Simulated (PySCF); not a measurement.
Vertical excitations of a molecule C4H4F2 from TDDFT-PBE/def2-SVPD in PySCF, as energy in eV (oscillator strength): 5.88 (0.000), 6.27 (0.025), 6.43 (0.000), 7.27 (0.200), 7.39 (0.047), 7.94 (0.000), 8.00 (0.000), 8.28 (0.000), 8.48 (0.009), 8.50 (0.004). Lowest triplet (TDA): 4.64 eV. Coordinates come from a B3LYP-D3(BJ)/def2-SVP optimisation. The values are those of a single conformer.

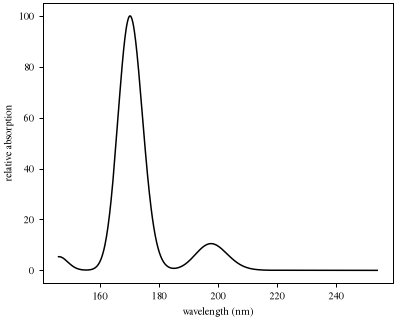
The lines broadened by 0.4 eV.

Task: Identify the compound among the candidates.
A) C#CC(C)(F)F
B) C=C(F)C(=C)F
C) FC1=CC[C@H]1F
D) FC1=C(F)CC1

Result: D, FC1=C(F)CC1
